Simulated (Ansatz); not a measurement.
AlH2Cl2F: geometry relaxation

The run: geometry relaxation of AlH2Cl2F. Method and program: RKS revPBE-D4/6-31G* (Ansatz 0.2.0).

The input holds or restrains some coordinates. It belongs to a series of runs on one base structure; here: pulled along the bonds that form and break, towards end A. Figures and captions count atoms from 1; the log counts them from 0 in places.

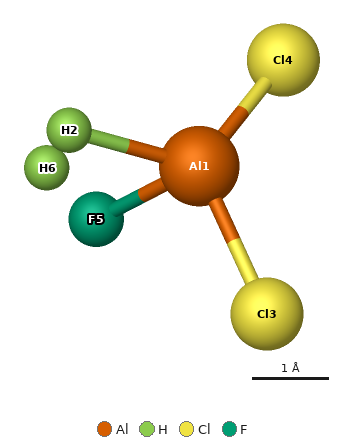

Figure 1. The structure as given in the input (ball-and-stick view, seen at a tilt; atoms are numbered from 1 in the order of the input). Sticks mark near contacts. Bond lengths as drawn: Al–Cl 2.23 Å, Al–F 1.99 Å and Al–H 1.91 Å.

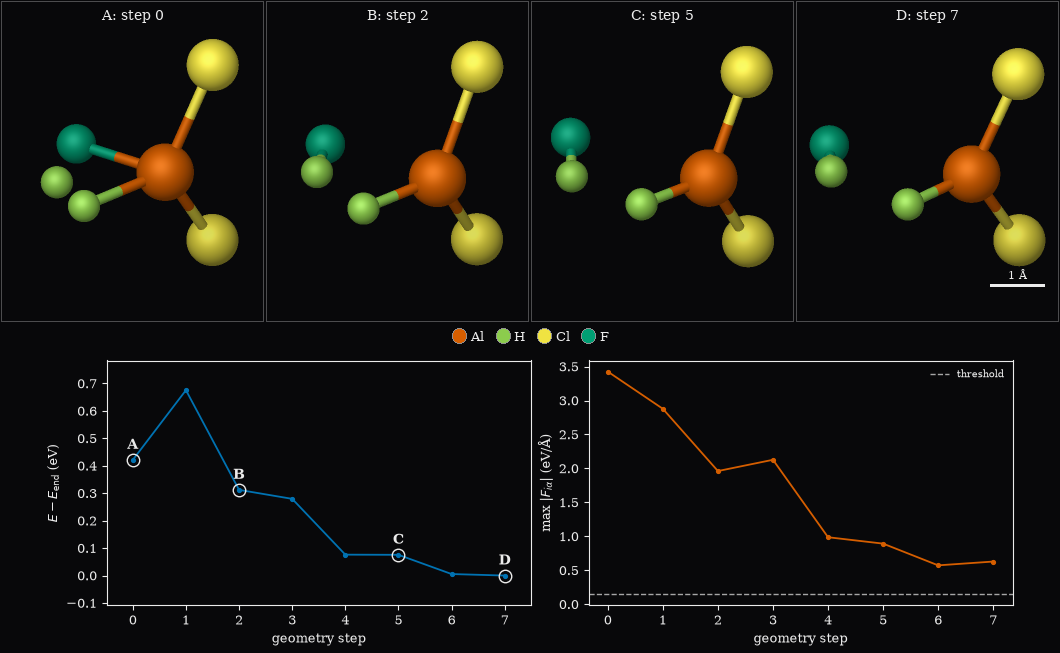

Figure 2. Frames of the restrained relaxation (ball-and-stick view, seen at a tilt) above the curves, on which the letters mark them (the first geometry is step 0 here and step 1 in the log).

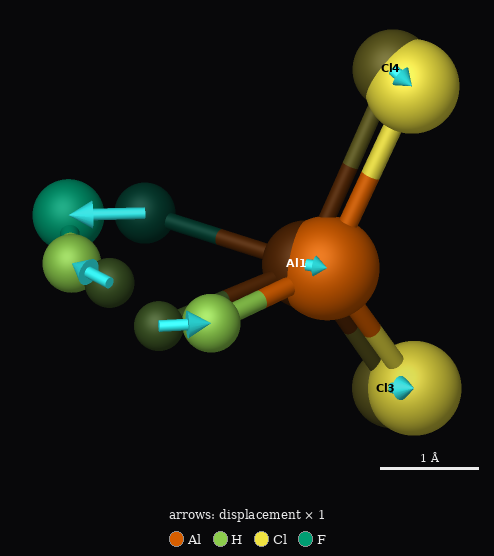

Figure 3. Start (faint) and end (solid) with the displacements as teal arrows, at true length (ball-and-stick view, seen at a tilt). The two geometries are laid on each other by the best rigid fit. The largest move after the best rigid fit is that of F5, 0.78 Å. By element the largest moves are F 0.78 Å, H 0.55 Å, Cl 0.31 Å, Al 0.22 Å. Distances before and after: Al1–F5 1.990 → 2.873 Å, F5–H6 1.435 → 0.940 Å, Al1–H2 1.910 → 1.571 Å, Al1–Cl3 2.230 → 2.107 Å. New bonds form: F5–H6 (1.44 → 0.94 Å). Bonds break: Al1–F5 (1.99 → 2.87 Å). Over 7 geometry steps the energy falls by 0.422 eV. Largest force component: 3.4 eV/Å at the start, 0.63 eV/Å at the end. (Atoms are counted from 1 in the order of the input.)

The input and output of the run follow.

### Input
```yaml
crystal:
  periodic: [false, false, false]
  atoms:
    - { symbol: Al, position_ang: [0.0, 0.0, 0.0] }
    - { symbol: H, position_ang: [0.0, 0.0, 1.91] }
    - { symbol: Cl, position_ang: [1.9312, 0.0, -1.115] }
    - { symbol: Cl, position_ang: [-1.9312, 0.0, -1.115] }
    - { symbol: F, position_ang: [0.0832, -1.8866, 0.6275] }
    - { symbol: H, position_ang: [0.0446, -1.0119, 1.7645] }
basis:
  gaussian: { orbitals: "6-31G*" }
hamiltonian:
  xc: revpbe
  dispersion: d4
relax:
  f_tol: 0.15
  max_steps: 25
  restrain:
    - { distance: [0, 4], at: 2.89, k: 30.0 }
    - { distance: [5, 1], at: 1.86, k: 30.0 }
    - { distance: [0, 1], at: 1.56, k: 30.0 }
    - { distance: [5, 4], at: 0.92, k: 30.0 }
```

Run as:
```bash
ansatz run input.yaml --threads 1 --pin off --max-ram 2048MiB --backend cpu --events-out ev --progress --plain --runs-dir out
```

### Output
```
The last accepted step is kept in [file] (removed where the run ends without a failure and the disk answers)
Engine: ansatz 0.2.0, x86_64-unknown-linux-gnu
Functional definition: revPBE
  parameter kappa = 1.245
  parameter beta = 0.06672455060314922
  exchange = pbe_x(kappa = kappa, mu = beta*pi^2/3)
  correlation = pbe_c(beta = beta)
878 factors; their error is unknown
mean field evaluation 1: about -34382.9136 eV, gradient 3.8e1 eV
mean field evaluation 2: about -34349.5548 eV, gradient 1.4e2 eV
mean field evaluation 4: about -34385.8464 eV, gradient 8.7e0 eV
mean field evaluation 8: about -34386.0053 eV, gradient 1.1e-1 eV
mean field evaluation 16: about -34386.0054 eV, gradient 3.1e-5 eV
mean field -34386.00536212 eV, -1263.6623893864 hartree, gradient 3.1e-5 eV, S^2 0.000000; 0 other end points of the search recorded, 0 dependent functions left out
the calculation of the forces begins
reference -34386.00541481 eV, -1263.6623913229 hartree; 29, 29 occupied and 47, 47 virtual orbitals, 878 factors
relax step   1: F+E_penalty+E_count = -34386.36387611 eV  Δ(F+E_penalty+E_count) = +0.000e0 eV  max|allowed force component| = 3.425e0 eV/Å  E_restraint = 28.46921223 eV  max|allowed force component, restraints' pulls added| = 3.341e1 eV/Å  Δτ_max = 0.0000 Å  (26 SCF iters, accepted)
  distance Al 0 - F 4 = 1.9900 Å
  distance H 5 - H 1 = 1.0233 Å
  distance Al 0 - H 1 = 1.9100 Å
  distance H 5 - F 4 = 1.4350 Å
these checks for a lower state are left out or cut short: starts, cluster_reference, orbital_swaps, neighbouring_geometries, increment
878 factors; their error is unknown
mean field -34385.78797615 eV, -1263.6544005992 hartree, gradient 1.6e-5 eV, S^2 0.000000; 0 other end points of the search recorded, 0 dependent functions left out
the calculation of the forces begins
reference -34385.78802749 eV, -1263.6544024859 hartree; 29, 29 occupied and 47, 47 virtual orbitals, 878 factors
relax step   2: F+E_penalty+E_count = -34386.10972316 eV  Δ(F+E_penalty+E_count) = +2.542e-1 eV  max|allowed force component| = 2.878e0 eV/Å  E_restraint = 13.53019366 eV  max|allowed force component, restraints' pulls added| = 2.287e1 eV/Å  Δτ_max = 0.1947 Å  (31 SCF iters, accepted)
  distance Al 0 - F 4 = 2.2130 Å
  distance H 5 - H 1 = 1.3348 Å
  distance Al 0 - H 1 = 1.8271 Å
  distance H 5 - F 4 = 1.2307 Å
these checks for a lower state are left out or cut short: starts, cluster_reference, orbital_swaps, neighbouring_geometries, increment
878 factors; their error is unknown
mean field evaluation 32: about -34386.1639 eV, gradient 9.7e-6 eV
mean field -34386.16386724 eV, -1263.6682143421 hartree, gradient 9.7e-6 eV, S^2 0.000000; 0 other end points of the search recorded, 0 dependent functions left out
the calculation of the forces begins
reference -34386.16391688 eV, -1263.6682161663 hartree; 29, 29 occupied and 47, 47 virtual orbitals, 878 factors
relax step   3: F+E_penalty+E_count = -34386.47313444 eV  Δ(F+E_penalty+E_count) = -3.634e-1 eV  max|allowed force component| = 1.962e0 eV/Å  E_restraint = 4.01142511 eV  max|allowed force component, restraints' pulls added| = 1.069e1 eV/Å  Δτ_max = 0.1949 Å  (31 SCF iters, accepted)
  distance Al 0 - F 4 = 2.4751 Å
  distance H 5 - H 1 = 1.6232 Å
  distance Al 0 - H 1 = 1.7303 Å
  distance H 5 - F 4 = 1.0210 Å
these checks for a lower state are left out or cut short: starts, cluster_reference, orbital_swaps, neighbouring_geometries, increment
878 factors; their error is unknown
mean field -34386.20121124 eV, -1263.6695867088 hartree, gradient 2.2e-5 eV, S^2 0.000000; 0 other end points of the search recorded, 0 dependent functions left out
the calculation of the forces begins
reference -34386.20125968 eV, -1263.6695884889 hartree; 29, 29 occupied and 47, 47 virtual orbitals, 878 factors
relax step   4: F+E_penalty+E_count = -34386.50586646 eV  Δ(F+E_penalty+E_count) = -3.273e-2 eV  max|allowed force component| = 2.127e0 eV/Å  E_restraint = 0.16185481 eV  max|allowed force component, restraints' pulls added| = 4.772e0 eV/Å  Δτ_max = 0.1946 Å  (30 SCF iters, accepted)
  distance Al 0 - F 4 = 2.7913 Å
  distance H 5 - H 1 = 1.8763 Å
  distance Al 0 - H 1 = 1.5818 Å
  distance H 5 - F 4 = 0.9025 Å
these checks for a lower state are left out or cut short: starts, cluster_reference, orbital_swaps, neighbouring_geometries, increment
878 factors; their error is unknown
mean field -34386.41074641 eV, -1263.6772869841 hartree, gradient 9.2e-6 eV, S^2 0.000000; 0 other end points of the search recorded, 0 dependent functions left out
the calculation of the forces begins
reference -34386.41079560 eV, -1263.6772887920 hartree; 29, 29 occupied and 47, 47 virtual orbitals, 878 factors
relax step   5: F+E_penalty+E_count = -34386.70921470 eV  Δ(F+E_penalty+E_count) = -2.033e-1 eV  max|allowed force component| = 9.873e-1 eV/Å  E_restraint = 0.03908244 eV  max|allowed force component, restraints' pulls added| = 6.026e-1 eV/Å  Δτ_max = 0.2000 Å  (31 SCF iters, accepted)
  distance Al 0 - F 4 = 2.8552 Å
  distance H 5 - H 1 = 1.8772 Å
  distance Al 0 - H 1 = 1.5784 Å
  distance H 5 - F 4 = 0.9475 Å
these checks for a lower state are left out or cut short: starts, cluster_reference, orbital_swaps, neighbouring_geometries, increment
878 factors; their error is unknown
mean field -34386.41243588 eV, -1263.6773490712 hartree, gradient 2.5e-5 eV, S^2 0.000000; 0 other end points of the search recorded, 0 dependent functions left out
the calculation of the forces begins
reference -34386.41248517 eV, -1263.6773508826 hartree; 29, 29 occupied and 47, 47 virtual orbitals, 878 factors
relax step   6: F+E_penalty+E_count = -34386.70981943 eV  Δ(F+E_penalty+E_count) = -6.047e-4 eV  max|allowed force component| = 8.930e-1 eV/Å  E_restraint = 0.02531362 eV  max|allowed force component, restraints' pulls added| = 9.353e-1 eV/Å  Δτ_max = 0.0364 Å  (25 SCF iters, accepted)
  distance Al 0 - F 4 = 2.8798 Å
  distance H 5 - H 1 = 1.8793 Å
  distance Al 0 - H 1 = 1.5710 Å
  distance H 5 - F 4 = 0.9530 Å
these checks for a lower state are left out or cut short: starts, cluster_reference, orbital_swaps, neighbouring_geometries, increment
878 factors; their error is unknown
mean field -34386.48747885 eV, -1263.6801068495 hartree, gradient 2.4e-5 eV, S^2 0.000000; 0 other end points of the search recorded, 0 dependent functions left out
the calculation of the forces begins
reference -34386.48752828 eV, -1263.6801086658 hartree; 29, 29 occupied and 47, 47 virtual orbitals, 878 factors
relax step   7: F+E_penalty+E_count = -34386.77985949 eV  Δ(F+E_penalty+E_count) = -7.004e-2 eV  max|allowed force component| = 5.732e-1 eV/Å  E_restraint = 0.01142292 eV  max|allowed force component, restraints' pulls added| = 2.574e-1 eV/Å  Δτ_max = 0.2000 Å  (30 SCF iters, accepted)
  distance Al 0 - F 4 = 2.8784 Å
  distance H 5 - H 1 = 1.8603 Å
  distance Al 0 - H 1 = 1.5739 Å
  distance H 5 - F 4 = 0.9408 Å
these checks for a lower state are left out or cut short: starts, cluster_reference, orbital_swaps, neighbouring_geometries, increment
878 factors; their error is unknown
mean field evaluation 64: about -34386.4852 eV, gradient 3.1e0 eV
mean field -34386.49354214 eV, -1263.6803296710 hartree, gradient 1.1e-5 eV, S^2 0.000000; 0 other end points of the search recorded, 0 dependent functions left out
the calculation of the forces begins
reference -34386.49359169 eV, -1263.6803314920 hartree; 29, 29 occupied and 47, 47 virtual orbitals, 878 factors
relax step   8: F+E_penalty+E_count = -34386.78540328 eV  Δ(F+E_penalty+E_count) = -5.544e-3 eV  max|allowed force component| = 6.293e-1 eV/Å  E_restraint = 0.01298347 eV  max|allowed force component, restraints' pulls added| = 8.709e-2 eV/Å  Δτ_max = 0.0508 Å  (26 SCF iters, accepted)
  distance Al 0 - F 4 = 2.8734 Å
  distance H 5 - H 1 = 1.8677 Å
  distance Al 0 - H 1 = 1.5714 Å
  distance H 5 - F 4 = 0.9400 Å
878 factors; their error is unknown
mean field -34386.49354214 eV, -1263.6803296710 hartree, gradient 1.1e-5 eV, S^2 0.000000; 1 other end points of the search recorded, 0 dependent functions left out
the calculation of the forces begins
reference -34386.49359169 eV, -1263.6803314920 hartree; 29, 29 occupied and 47, 47 virtual orbitals, 878 factors
Total energy: -34386.78545283 eV, -1263.6910571911 hartree
Atom 0 at    -0.003101     0.195241    -0.110747 Å, force     0.031730    -0.364373    -0.136717 eV/Å
Atom 1 at     0.009172     0.244409     1.459796 Å, force    -0.019102     0.154363     0.310433 eV/Å
Atom 2 at     1.819461     0.317024    -1.160622 Å, force    -0.002384    -0.012206    -0.010391 eV/Å
Atom 3 at    -1.829392     0.276491    -1.157818 Å, force     0.001372    -0.018436     0.005669 eV/Å
Atom 4 at     0.074039    -2.340923     1.237616 Å, force    -0.009011    -0.093702    -0.629258 eV/Å
Atom 5 at     0.057620    -1.590741     1.803775 Å, force    -0.002607     0.334355     0.460264 eV/Å
Dipole moment:    -0.007850     0.136434     0.450712 e Å
```

### Trajectory as extended XYZ (Å, eV, eV/Å), 8 frames, from step=1 to step=8
```
6
Properties=species:S:1:pos:R:3:forces:R:3 step=1 energy=-34386.36388
Al    0.0000    0.0000    0.0000    0.1582  -3.4253  -0.9949
H     0.0000    0.0000    1.9100    0.0319  -0.6310  -0.1884
Cl    1.9312    0.0000   -1.1150   -1.2714   0.5978   0.8892
Cl   -1.9312    0.0000   -1.1150    1.2971   0.5129   0.9548
F     0.0832   -1.8866    0.6275   -0.1814   2.1179   0.3688
H     0.0446   -1.0119    1.7645   -0.0342   0.8278  -1.0294
6
Properties=species:S:1:pos:R:3:forces:R:3 step=2 energy=-34386.10972
Al   -0.0042    0.1149    0.0203    0.1445  -2.4056  -0.3559
H    -0.0059    0.1361    1.8473    0.0136  -0.1340  -1.0286
Cl    1.9182    0.0076   -1.1057   -1.2882   0.4954   0.8439
Cl   -1.9190    0.0068   -1.1056    1.2534   0.4360   0.8579
F     0.0863   -1.9771    0.7364   -0.1807   2.8779   1.9576
H     0.0523   -1.1868    1.6792    0.0574  -1.2699  -2.2750
6
Properties=species:S:1:pos:R:3:forces:R:3 step=3 energy=-34386.47313
Al   -0.0093    0.2628    0.0330    0.1502  -1.7849  -0.4108
H    -0.0106    0.2471    1.7632   -0.0064   0.3980  -1.1375
Cl    1.9013    0.0134   -1.0955   -1.2723   0.5117   0.7921
Cl   -1.9035    0.0120   -1.0959    1.1752   0.4653   0.7590
F     0.0898   -2.0671    0.8624   -0.1195   1.9616   1.2286
H     0.0601   -1.3668    1.6047    0.0727  -1.5516  -1.2314
6
Properties=species:S:1:pos:R:3:forces:R:3 step=4 energy=-34386.50587
Al   -0.0126    0.4094    0.0061    0.1442  -1.5895  -1.0759
H    -0.0123    0.3268    1.5857   -0.0087   0.4813   0.1670
Cl    1.8545    0.0572   -1.0698   -0.8230   0.4991   0.4659
Cl   -1.8630    0.0530   -1.0726    0.7071   0.4608   0.4150
F     0.0931   -2.1974    0.9985    0.0403  -1.6271  -2.0995
H     0.0681   -1.5474    1.6241   -0.0599   1.7754   2.1275
6
Properties=species:S:1:pos:R:3:forces:R:3 step=5 energy=-34386.70922
Al   -0.0038    0.3318   -0.0501   -0.1014  -0.9873  -0.4145
H    -0.0246    0.2967    1.5278    0.0808   0.3417   0.2107
Cl    1.8472    0.1899   -1.0915   -0.2801   0.1997   0.1496
Cl   -1.8392    0.1204   -1.1031    0.2729   0.2459   0.1054
F    -0.0524   -2.2763    1.1107    0.0550   0.2562  -0.3163
H     0.2006   -1.5609    1.6781   -0.0272  -0.0562   0.2650
6
Properties=species:S:1:pos:R:3:forces:R:3 step=6 energy=-34386.70982
Al   -0.0028    0.3237   -0.0603   -0.1191  -0.8930  -0.3860
H    -0.0231    0.2905    1.5102    0.0848   0.3163   0.3131
Cl    1.8438    0.2124   -1.0953   -0.1732   0.1659   0.0850
Cl   -1.8343    0.1344   -1.1082    0.1781   0.2139   0.0455
F    -0.0675   -2.2938    1.1389    0.1426   0.4549  -0.1586
H     0.2118   -1.5657    1.6867   -0.1132  -0.2579   0.1010
6
Properties=species:S:1:pos:R:3:forces:R:3 step=7 energy=-34386.77986
Al   -0.0065    0.2165   -0.1159    0.0289  -0.4578   0.0031
H     0.0303    0.2124    1.4576   -0.0378   0.2538   0.2638
Cl    1.8095    0.3405   -1.1675    0.0829   0.0128  -0.0576
Cl   -1.8210    0.2646   -1.1767   -0.0706   0.0151  -0.0068
F     0.0258   -2.3252    1.2348   -0.0211  -0.0958  -0.5732
H     0.0897   -1.6073    1.8396    0.0178   0.2720   0.3707
6
Properties=species:S:1:pos:R:3:forces:R:3 step=8 energy=-34386.78540
Al   -0.0031    0.1952   -0.1107    0.0317  -0.3644  -0.1367
H     0.0092    0.2444    1.4598   -0.0191   0.1544   0.3104
Cl    1.8195    0.3170   -1.1606   -0.0024  -0.0122  -0.0104
Cl   -1.8294    0.2765   -1.1578    0.0014  -0.0184   0.0057
F     0.0740   -2.3409    1.2376   -0.0090  -0.0937  -0.6293
H     0.0576   -1.5907    1.8038   -0.0026   0.3344   0.4603
```

### Summary

| quantity | value |
| --- | --- |
| outcome | converged under the restraints of the input |
| total energy | −34386.7855 eV |
| mean-field energy | −34386.4936 eV |
| largest force (length of the vector) at the end, held atoms and coordinates included | 0.636 eV/Å |
| hardware | 1 thread of AMD EPYC (Zen 3), 192 GiB of memory available, shared host |
| wall time | 17 s |
| peak memory | 0.15 GiB |
